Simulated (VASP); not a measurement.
Band structure of PbSe (rock salt). These are PBE GGA with D3 dispersion (Becke-Johnson damping), VASP's PBE PAW potentials (set 64) (plane waves; VASP) values and carry that method's errors.

Unless said otherwise, spin-orbit coupling is left out, though it shifts the bands of the heavy elements here.

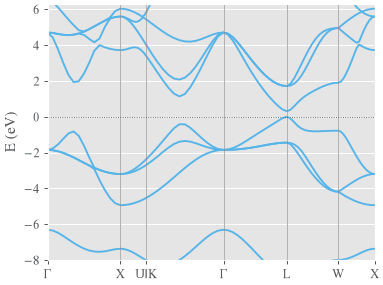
Figure: Bands along high-symmetry lines, zero at the valence-band maximum or, without a gap, the Fermi level

### Question
Read the plot: is there a gap, and where are the band edges?

### Answer
The gap is direct, 0.31 eV, from the valence maximum at L to the conduction minimum at L. (Edges off the drawn lines would not show.)

The compound is PbSe in the rock salt structure. It was relaxed first.
